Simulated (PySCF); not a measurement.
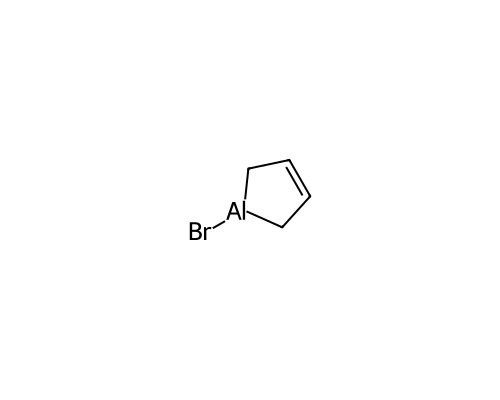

Structural formula above. Computed geometry: PBE0-D3(BJ)/def2-SVP optimisation. No frequency run is at hand to confirm it as a minimum.

What does the molecule look like in three dimensions?

The molecule is C₄H₆AlBr. Its SMILES string is `[Br][Al]1[CH2]C=C[CH2]1`. Among its groups: alkene. Coordination: 1 Al trigonal planar; 2 C tetrahedral; 2 C trigonal planar.

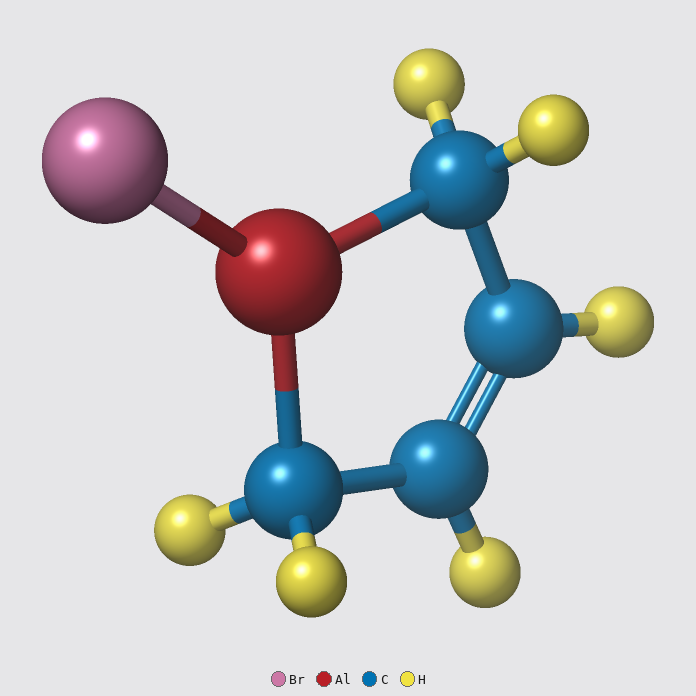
